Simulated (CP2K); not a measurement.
# GaBrF (SMILES [F][Ga][Br]): PM3

What is the energy change on altering one bond length of GaBrF at PM3? 

Program for the calculation: CP2K 2026.2.

3 further runs of the same task are left out: 1 that didn't finish, 2 set aside as unsound or not needed.

## (1) The structure to begin with

The species is GaBrF (3 atoms), meant as a doublet with charge 0. As SMILES, `[F][Ga][Br]`. Geometry: a GFN2-xTB relaxation, a rough one for these elements and not checked as a minimum.

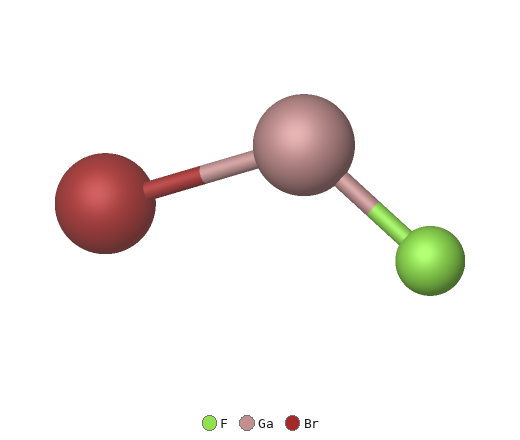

Viewed from a chosen angle; fluorine green, gallium pink, bromine red.

## (2) Energy and gradient at PM3

run.inp

```
&global
  project run
  run_type ENERGY_FORCE
  print_level MEDIUM
&end global

&force_eval
  method QUICKSTEP
  &dft
    charge 0
    multiplicity 2
    uks T
    &qs
      method PM3
      eps_default 1.0E-10
      &se
        &coulomb
          cutoff [angstrom] 50
          rc_range [angstrom] 0
        &end coulomb
        &exchange
          cutoff [angstrom] 50
          rc_range [angstrom] 0
        &end exchange
      &end se
    &end qs
    ! cluster boundary conditions
    &poisson
      periodic NONE
      poisson_solver ANALYTIC
    &end poisson
    ! SCF settings
    &scf
      scf_guess ATOMIC
      eps_scf 1.0E-07
      max_scf 80
      added_mos 8
      &diagonalization
        algorithm STANDARD
      &end diagonalization
      &mixing
        method DIRECT_P_MIXING
        alpha 0.4
      &end mixing
    &end scf
    ! extra output
    &print
      &moments
        periodic F
        reference COM
        max_moment 1
      &end moments
      &mo ON
        energies T
        occupation_numbers T
        ndigits 6
        &each
          qs_scf 0
        &end each
        add_last NUMERIC
      &end mo
      &hirshfeld OFF
      &end hirshfeld
    &end print
  &end dft
  &subsys
    ! box in angstrom
    &cell
      abc [angstrom] 19 17.8 17.5
      periodic NONE
    &end cell
    &coord
      UNIT bohr
      F     -2.8493291     0.6656560    -1.5073211
      Ga     0.0251900     1.3932762     0.1786547
      Br     2.8241579    -2.0589322     1.3286664
    &end coord
    &topology
      &center_coordinates
      &end center_coordinates
    &end topology
  &end subsys
  &print
    &forces ON
    &end forces
  &end print
&end force_eval
```

The run is started by

```bash
OMP_NUM_THREADS=1 cp2k.psmp -i run.inp -o run.out
```

Log:

```text
CP2K| version string:                                       CP2K version 2026.2
[...]
 GLOBAL| Method name                                                        CP2K
[...]
 GLOBAL| Run type                                                   ENERGY_FORCE
[...]
 *** WARNING in qs_environment.F:2191 :: More ADDED_MOs requested for beta ***
 *** spin than available.                                                  ***
 *** WARNING in qs_environment.F:2210 :: More added MOs requested than     ***
 *** available. The full set of unoccupied MOs will be used. Use           ***
 *** 'ADDED_MOS -1' to always use all available MOs and to get rid of this ***
[...]
                             - Atoms:                                          3
[...]
                             - Spherical basis functions:                     12
[...]
 Number of electrons:                                                          9
[...]
     1 P_Mix/Diag. 0.40E+00    0.0     0.60535538       -30.2351223068 -3.02E+01
[...]
    47 DIIS/Diag.  0.11E-06    0.0     0.00000010       -31.4263487941 -1.39E-13
  *** SCF run converged in    47 steps ***
  Core-core repulsion energy [eV]:                            422.51393028621288
  Core Hamiltonian energy [eV]:                             -1484.24144916039268
  Two-electron integral energy [eV]:                          413.14615725553762
  Electronic energy [eV]:                                   -1277.66837053262384
  Total energy [eV]:                                         -855.15444024641101
  Atomic reference energy [eV]:                               852.19980711223059
  Heat of formation [kcal/mol]:                               -68.13546411484015
[...]
 SE_DIPOLE| Moment [Debye]          2.04222408      -5.10517928       0.53347382
 SE_DIPOLE| Derivative [a.u.]       0.00000000       0.00000000       0.00000000
 ENERGY| Total FORCE_EVAL ( QS ) energy [hartree]            -31.426348794104918
 FORCES| Atomic forces [hartree/bohr]
 FORCES|   Atom     x               y               z               |f|
 FORCES|      1  3.85225282E-02  1.01099103E-02  2.26368026E-02   4.58107006E-02
 FORCES|      2 -2.73115268E-02 -2.43059465E-02 -1.80740883E-02   4.07844481E-02
 FORCES|      3 -1.12110013E-02  1.41960363E-02 -4.56271425E-03   1.86556254E-02
 FORCES| Sum    -2.77555756E-16 -5.55111512E-17 -2.22044605E-16
 FORCES| Total atomic force                                       3.59753377E-16
[...]
```

It took 0.54 s on 1 thread of Arm Neoverse N1, shared host; peak memory 0.14 GiB.

## (3) The distorted shape, same level

job.inp

```
&GLOBAL
 PROJECT job
 RUN_TYPE ENERGY_FORCE
 PRINT_LEVEL MEDIUM
&END GLOBAL

&FORCE_EVAL
 METHOD Quickstep
 &DFT
  CHARGE 0
  MULTIPLICITY 2
  LSD T
  # Quickstep
  &QS
   METHOD PM3
   EPS_DEFAULT 1.0E-10
   &SE
    &COULOMB
     CUTOFF [angstrom] 50
     RC_RANGE [angstrom] 0
    &END COULOMB
    &EXCHANGE
     CUTOFF [angstrom] 50
     RC_RANGE [angstrom] 0
    &END EXCHANGE
   &END SE
  &END QS
  # cluster boundary conditions
  &POISSON
   PERIODIC NONE
   POISSON_SOLVER ANALYTIC
  &END POISSON
  &SCF
   SCF_GUESS ATOMIC
   EPS_SCF 1.0E-07
   MAX_SCF 80
   ADDED_MOS 8
   &DIAGONALIZATION
    ALGORITHM STANDARD
   &END DIAGONALIZATION
   &MIXING
    METHOD DIRECT_P_MIXING
    ALPHA 0.4
   &END MIXING
  &END SCF
  # extra output
  &PRINT
   &MOMENTS
    PERIODIC F
    REFERENCE COM
    MAX_MOMENT 1
   &END MOMENTS
   &MO ON
    ENERGIES T
    OCCUPATION_NUMBERS T
    NDIGITS 6
    &EACH
     QS_SCF 0
    &END EACH
    ADD_LAST NUMERIC
   &END MO
   &HIRSHFELD OFF
   &END HIRSHFELD
  &END PRINT
 &END DFT
 # structure
 &SUBSYS
  &CELL
   ABC [angstrom] 19.2 18 17.6
   PERIODIC NONE
  &END CELL
  &COORD
   UNIT bohr
   F     -3.1292013     1.0108466    -1.6223129
   Ga    -0.2546822     1.7384668     0.0636630
   Br     2.8241579    -2.0589322     1.3286664
  &END COORD
  &TOPOLOGY
   &CENTER_COORDINATES
   &END CENTER_COORDINATES
  &END TOPOLOGY
 &END SUBSYS
 &PRINT
  &FORCES ON
  &END FORCES
 &END PRINT
&END FORCE_EVAL
```

The run is started by

```bash
OMP_NUM_THREADS=1 cp2k.psmp -i job.inp -o job.out
```

Log:

```text
CP2K| version string:                                       CP2K version 2026.2
[...]
 GLOBAL| Method name                                                        CP2K
[...]
 GLOBAL| Run type                                                   ENERGY_FORCE
[...]
 *** WARNING in qs_environment.F:2191 :: More ADDED_MOs requested for beta ***
 *** spin than available.                                                  ***
 *** WARNING in qs_environment.F:2210 :: More added MOs requested than     ***
 *** available. The full set of unoccupied MOs will be used. Use           ***
 *** 'ADDED_MOS -1' to always use all available MOs and to get rid of this ***
[...]
                             - Atoms:                                          3
[...]
                             - Spherical basis functions:                     12
[...]
 Number of electrons:                                                          9
[...]
     1 P_Mix/Diag. 0.40E+00    0.0     0.60758732       -30.2453646962 -3.02E+01
[...]
    62 DIIS/Diag.  0.92E-07    0.0     0.00000010       -31.4068081041 -7.11E-14
  *** SCF run converged in    62 steps ***
  Core-core repulsion energy [eV]:                            404.68072622958971
  Core Hamiltonian energy [eV]:                             -1482.27544304064872
  Two-electron integral energy [eV]:                          445.94401155985912
  Electronic energy [eV]:                                   -1259.30343726071942
  Total energy [eV]:                                         -854.62271103112960
  Atomic reference energy [eV]:                               852.19980711223059
  Heat of formation [kcal/mol]:                               -55.87349614071299
[...]
 SE_DIPOLE| Moment [Debye]          3.03480793      -5.92610570       0.98895518
 SE_DIPOLE| Derivative [a.u.]       0.00000000       0.00000000       0.00000000
 ENERGY| Total FORCE_EVAL ( QS ) energy [hartree]            -31.406808104146410
 FORCES| Atomic forces [hartree/bohr]
 FORCES|   Atom     x               y               z               |f|
 FORCES|      1  3.48148109E-02  8.65710479E-03  2.04013668E-02   4.12702349E-02
 FORCES|      2  3.01218532E-03 -5.51671779E-02 -4.84222398E-03   5.54611387E-02
 FORCES|      3 -3.78269962E-02  4.65100731E-02 -1.55591428E-02   6.19367053E-02
 FORCES| Sum     2.77555756E-16  1.11022302E-16 -1.66533454E-16
 FORCES| Total atomic force                                       3.42193718E-16
[...]
```

It took 0.56 s on 1 thread of Arm Neoverse N1, shared host; peak memory 0.14 GiB.

## (4) Results

Level: PM3.

```
                                                           quantity           value
                                          first shape: total energy    -31.42635 Eh
                                         first shape: dipole moment          5.52 D
                    first shape: HOMO energy (highest over α and β)       -11.81 eV
                     first shape: LUMO energy (lowest over α and β)        -4.12 eV
             first shape: heat of formation at this unrelaxed shape  -68.1 kcal/mol
                              first shape: largest force on an atom      2.356 eV/Å
                                      distorted shape: total energy    -31.40681 Eh
                                     distorted shape: dipole moment          6.73 D
                distorted shape: HOMO energy (highest over α and β)       -11.61 eV
                 distorted shape: LUMO energy (lowest over α and β)        -4.32 eV
         distorted shape: heat of formation at this unrelaxed shape  -55.9 kcal/mol
                          distorted shape: largest force on an atom      3.185 eV/Å
energy change with the Ga2–Br3 bond stretched from 2.429 to 2.672 Å        0.532 eV
```

With the Ga2–Br3 bond stretched from 2.429 to 2.672 Å the energy rises by 0.53 eV (51.3 kJ/mol). The first shape isn't relaxed at this level, so the change isn't measured from a minimum. The largest force (first shape) is 2.36 eV/Å: the shape isn't a stationary point for this species at this level.
